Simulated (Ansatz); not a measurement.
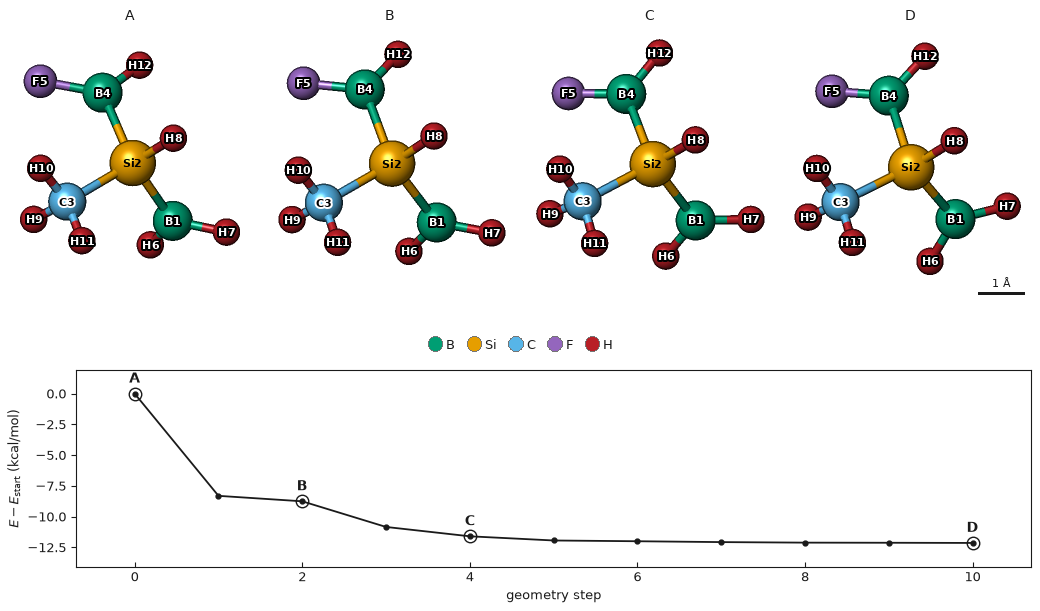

Frames of a relaxation of CH7B2FSi (coarse preliminary run), marked on the history of the run. The picture is a ball-and-stick view, seen at a tilt.

The start comes from a force field.

Level of theory: RKS PBE-D4/def2-SVP (Ansatz 0.2.0). Set-up: force threshold 0.03 eV/Å; at most 200 steps.

Question: Describe the path.

Answer: The atom that moves furthest after the best rigid fit is H7 (0.87 Å). Largest moves by element: H 0.87 Å, F 0.54 Å, C 0.18 Å, B 0.15 Å, Si 0.15 Å. Some distances before and after: B1–Si2 1.889 → 1.997 Å, C3–H9 1.176 → 1.109 Å, Si2–H8 1.460 → 1.512 Å, Si2–C3 1.851 → 1.901 Å. Bond angles that change, for instance: B1–Si2–B4 110.1° → 98.6°, B1–Si2–C3 107.9° → 116.6°, F5–B4–H12 124.1° → 116.6°. Groups turn about B1–Si2 by about 40°, Si2–B4 by about 20°. After 10 geometry steps the energy has fallen by 12.1 kcal/mol. Largest force component: 2 eV/Å at the start, 0.017 eV/Å at the end. Cost: 16 s on 4 threads of Arm Neoverse V1, with other jobs on the host. From step 0 to 2: H12 moves most (0.24 Å), energy −8.75 kcal/mol. From step 2 to 4: H7 moves most (0.39 Å), energy −2.84 kcal/mol. From step 4 to 10: H7 moves most (0.37 Å), energy −0.54 kcal/mol.
